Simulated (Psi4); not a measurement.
# C2H3Al (ethynylalumane): B3LYP/6-31G(d) (spherical functions)

Aim: the energy change on altering one bond length of C2H3Al (ethynylalumane) at B3LYP/6-31G* (spherical functions), from 2 runs. 

Program for the calculation: Psi4 1.11.

9 further runs of the same task are left out: 7 that didn't finish, 2 set aside as unsound or not needed. Runs told in other sessions of the task aren't counted.

## Step 1: Starting point

The species is C2H3Al (6 atoms), meant as a singlet with charge 0. As SMILES, `C#[C][AlH2]`. The coordinates come from a PBE0-D4/def2-TZVP relaxation.

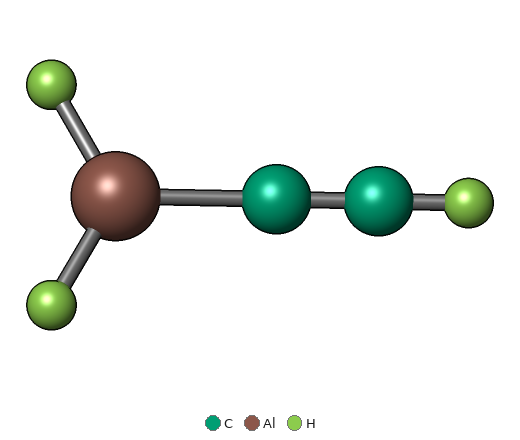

The structure, seen from a chosen angle (carbon teal, aluminium brown, hydrogen green).

## Step 2: Energy and forces at B3LYP/6-31G(d) (spherical functions)

Contents of c2h3al.json:

```json
{
 "schema_name": "qcschema_input",
 "schema_version": 1,
 "molecule": {
  "schema_name": "qcschema_molecule",
  "schema_version": 2,
  "symbols": ["C", "C", "Al", "H", "H", "H"],
  "geometry": [-1.49817487, -3.0946155, -0.56332736, -0.50285612, -1.06618348, -0.20068891, 1.06731732, 2.12443011, 0.36849659, -2.37538574, -4.88135155, -0.88325799, 2.56379143, 3.41038874, -1.87177373, 0.82505443, 3.38638922, 3.06324605],
  "molecular_charge": 0,
  "molecular_multiplicity": 1,
  "fix_symmetry": "c1"
 },
 "driver": "gradient",
 "model": {
  "method": "b3lyp",
  "basis": "6-31G*"
 },
 "keywords": {
  "puream": true,
  "e_convergence": 1e-09,
  "d_convergence": 1e-08,
  "scf_type": "pk",
  "dft_radial_points": 99,
  "dft_spherical_points": 590,
  "scf_properties": ["MULLIKEN_CHARGES", "LOWDIN_CHARGES", "WIBERG_LOWDIN_INDICES"]
 }
}
```

On the command line:

```sh
$ psi4 --qcschema c2h3al.json -n 1 --memory 2200MB
```

stdout:

```text
[...]
  Running in c1 symmetry.
[...]
  Nuclear repulsion =   69.410462205534472
[...]
  Multiplicity = 1
[...]
  Nalpha       = 14
  Nbeta        = 14
[...]
    Number of basis functions: 52
[...]
   @RKS iter   1:  -320.17319328589934   -5.74991e-01   1.08321e-02 DIIS/ADIIS
[...]
   @RKS iter  10:  -320.36984834696511   -8.35598e-12   7.04237e-09 DIIS
[...]
    Orbital Energies [Eh]
    ---------------------
    Doubly Occupied:
       1A    -56.044584     2A    -10.188517     3A    -10.161985
       4A     -4.142601     5A     -2.700329     6A     -2.692356
       7A     -2.691703     8A     -0.738060     9A     -0.545272
      10A     -0.446501    11A     -0.346990    12A     -0.315910
      13A     -0.287192    14A     -0.276381
[...]
  @RKS Final Energy:  -320.36984834696511
   => Energetics <=
    Nuclear Repulsion Energy =             69.4104622055344720
    One-Electron Energy =                -578.7331457472091643
    Two-Electron Energy =                 213.6344082972506442
    DFT Exchange-Correlation Energy =     -24.6815731025410443
    Empirical Dispersion Energy =           0.0000000000000000
    VV10 Nonlocal Energy =                  0.0000000000000000
    Total Energy =                       -320.3698483469651137
[...]
 Multipole Moments:
 ------------------------------------------------------------------------------------
     Multipole            Electronic (a.u.)      Nuclear  (a.u.)        Total (a.u.)
 ------------------------------------------------------------------------------------
 L = 1.  Multiply by 2.5417464519 to convert [e a0] to [Debye]
 Dipole X            :          0.0027491           -0.1282970           -0.1255479
 Dipole Y            :          0.0085092           -0.2645524           -0.2560433
 Dipole Z            :          0.0019955           -0.0479866           -0.0459911
 Magnitude           :                                                    0.2888522
[...]
  Mulliken Charges: (a.u.)
   Center  Symbol    Alpha    Beta     Spin     Total
       1     C     3.09752  3.09752  0.00000 -0.19504
       2     C     3.03461  3.03461  0.00000 -0.06923
       3    AL     6.36583  6.36583  0.00000  0.26833
       4     H     0.40241  0.40241  0.00000  0.19518
       5     H     0.54980  0.54980  0.00000 -0.09961
       6     H     0.54982  0.54982  0.00000 -0.09964
   Total alpha = 14.00000, Total beta = 14.00000, Total charge = -0.00000
  Lowdin Charges: (a.u.)
   Center  Symbol    Alpha    Beta     Spin     Total
[...]
  -Total Gradient:
     Atom            X                  Y                   Z
    ------   -----------------  -----------------  -----------------
       1        0.007193277378     0.014626210387     0.002624411864
       2       -0.007378261720    -0.014981921976    -0.002674708704
       3        0.000304554704     0.000587799089     0.000081682892
       4        0.000545328969     0.001108982038     0.000188684774
       5       -0.000667209515    -0.000681064397     0.000830751348
       6        0.000002295850    -0.000660054455    -0.001050829717
[...]
```

The result, in JSON:

```text
{
 "driver": "gradient",
 "model": {
  "method": "b3lyp",
  "basis": "6-31G*"
 },
 "success": true,
 "return_result": [0.007193277377518792, 0.014626210387197358, 0.002624411864466873, -0.007378261720306617, -0.014981921976111201, -0.002674708704484073, 0.00030455470436938775, 0.0005877990885387943, 8.168289246215238e-05, 0.0005453289686168372, 0.0011089820379586446, 0.00018868477423349128, -0.0006672095153995514, -0.0006810643970042232, 0.00083075134799801, 2.29584971830378e-06, -0.0006600544551969914, -0.0010508297168423802],
 "properties": {
  "calcinfo_nbasis": 52,
  "calcinfo_nmo": 52,
  "calcinfo_nalpha": 14,
  "calcinfo_nbeta": 14,
  "calcinfo_natom": 6,
  "nuclear_repulsion_energy": 69.41046220553447,
  "return_energy": -320.3698483469651,
  "return_gradient": [0.007193277377518792, 0.014626210387197358, 0.002624411864466873, -0.007378261720306617, -0.014981921976111201, -0.002674708704484073, 0.00030455470436938775, 0.0005877990885387943, 8.168289246215238e-05, 0.0005453289686168372, 0.0011089820379586446, 0.00018868477423349128, -0.0006672095153995514, -0.0006810643970042232, 0.00083075134799801, 2.29584971830378e-06, -0.0006600544551969914, -0.0010508297168423802],
  "scf_one_electron_energy": -578.7331457472092,
  "scf_two_electron_energy": 213.63440829725064,
  "scf_xc_energy": -24.681573102541044,
  "scf_dipole_moment": [-0.12554785166877647, -0.2560432632487717, -0.04599106978873796],
  "scf_total_energy": -320.3698483469651,
  "scf_total_gradient": [0.007193277377518792, 0.014626210387197358, 0.002624411864466873, -0.007378261720306617, -0.014981921976111201, -0.002674708704484073, 0.00030455470436938775, 0.0005877990885387943, 8.168289246215238e-05, 0.0005453289686168372, 0.0011089820379586446, 0.00018868477423349128, -0.0006672095153995514, -0.0006810643970042232, 0.00083075134799801, 2.29584971830378e-06, -0.0006600544551969914, -0.0010508297168423802],
  "scf_iterations": 10
 }
}
```

Run time: 20 s. Hardware: 1 thread of AMD EPYC 7R43 (Zen 3), shared host; peak memory 0.67 GiB.

## Step 3: The distorted shape: a single-point energy at B3LYP/6-31G(d) (spherical functions)

Contents of calc.py:

```python
import psi4

psi4.set_memory('2200 MB')
psi4.set_num_threads(1)
psi4.set_output_file('psi4.out', False)

geom = psi4.geometry("""
0 1
C     -2.69254603    -5.52871125    -0.99848971
C     -0.50285612    -1.06618348    -0.20068891
Al     1.06731732     2.12443011     0.36849659
H     -3.56975690    -7.31544730    -1.31842034
H      2.56379143     3.41038874    -1.87177373
H      0.82505443     3.38638922     3.06324605
units bohr
symmetry c1
""")

psi4.set_options({
    'basis': '6-31G*',
    'puream': True,
    'e_convergence': 1e-09,
    'd_convergence': 1e-08,
    'scf_type': 'pk',
    'dft_radial_points': 99,
    'dft_spherical_points': 590,
})

E, wfn = psi4.energy('b3lyp', molecule=geom, return_wfn=True)
psi4.oeprop(wfn, 'MAYER_INDICES', 'DIPOLE', 'QUADRUPOLE')
print('E =', round(E, 9))
```

On the command line:

```sh
$ python calc.py
```

psi4.out:

```text
[...]
  Running in c1 symmetry.
[...]
  Nuclear repulsion =   55.217807355494458
[...]
  Multiplicity = 1
[...]
  Nalpha       = 14
  Nbeta        = 14
[...]
    Number of basis functions: 52
[...]
   @RKS iter   1:  -319.56720705422129   -6.76485e-01   1.01563e-02 DIIS/ADIIS
[...]
   @RKS iter  25:  -319.90846700453409   -3.35376e-12   2.45553e-09 DIIS
[...]
    Orbital Energies [Eh]
    ---------------------
    Doubly Occupied:
       1A    -56.000815     2A    -10.293302     3A    -10.237861
       4A     -4.107019     5A     -2.663160     6A     -2.656700
       7A     -2.656554     8A     -0.655235     9A     -0.560148
      10A     -0.381028    11A     -0.319193    12A     -0.304719
      13A     -0.197123    14A     -0.194993
[...]
  @RKS Final Energy:  -319.90846700453409
   => Energetics <=
    Nuclear Repulsion Energy =             55.2178073554944575
    One-Electron Energy =                -550.2683144195850673
    Two-Electron Energy =                 199.6039667500837140
    DFT Exchange-Correlation Energy =     -24.4619266905272212
    Empirical Dispersion Energy =           0.0000000000000000
    VV10 Nonlocal Energy =                  0.0000000000000000
    Total Energy =                       -319.9084670045340886
[...]
 Multipole Moments:
 ------------------------------------------------------------------------------------
     Multipole            Electronic (a.u.)      Nuclear  (a.u.)        Total (a.u.)
 ------------------------------------------------------------------------------------
 L = 1.  Multiply by 2.5417464519 to convert [e a0] to [Debye]
 Dipole X            :          0.0530467           -0.4338506           -0.3808038
 Dipole Y            :          0.1114956           -0.8872623           -0.7757667
 Dipole Z            :          0.0205594           -0.1593133           -0.1387539
 Magnitude           :                                                    0.8752589
 L = 2.  Multiply by 1.3450342976 to convert [e a0^2] to [Debye ang]
 Quadrupole XX       :        -97.1854071           78.7569905          -18.4284167
 Quadrupole XY       :       -155.4796220          157.2371670            1.7575450
[...]
```

On the terminal:

```text
E = -319.908467005
```

Run time: 32 s. Hardware: 1 thread of AMD EPYC 7R43 (Zen 3), shared host; peak memory 0.63 GiB.

## Step 4: Summary of results

Level: B3LYP/6-31G* (spherical functions).

```
                                                         quantity          value
                                        first shape: total energy  -320.36985 Eh
                                       first shape: dipole moment         0.73 D
                                         first shape: HOMO energy       -7.52 eV
                                         first shape: LUMO energy       -1.93 eV
                                       first shape: HOMO–LUMO gap        5.59 eV
                            first shape: largest force on an atom     0.870 eV/Å
                                    distorted shape: total energy  -319.90847 Eh
                                   distorted shape: dipole moment         2.22 D
                                     distorted shape: HOMO energy       -5.31 eV
                                     distorted shape: LUMO energy       -3.96 eV
                                   distorted shape: HOMO–LUMO gap        1.35 eV
energy change with the C1–C2 bond stretched from 1.211 to 2.664 Å      12.555 eV
```

One bond (distorted shape) is far stretched, which a spin-restricted single reference describes badly; a broken-symmetry solution may lie lower. With the C1–C2 bond stretched from 1.211 to 2.664 Å the energy rises by 12.55 eV (290 kcal/mol). The first shape isn't relaxed at this level, so the change isn't measured from a minimum. A restricted reference can't describe the breaking bond well at this length. The largest force (first shape) is 0.87 eV/Å: the shape isn't a stationary point for this species at this level.
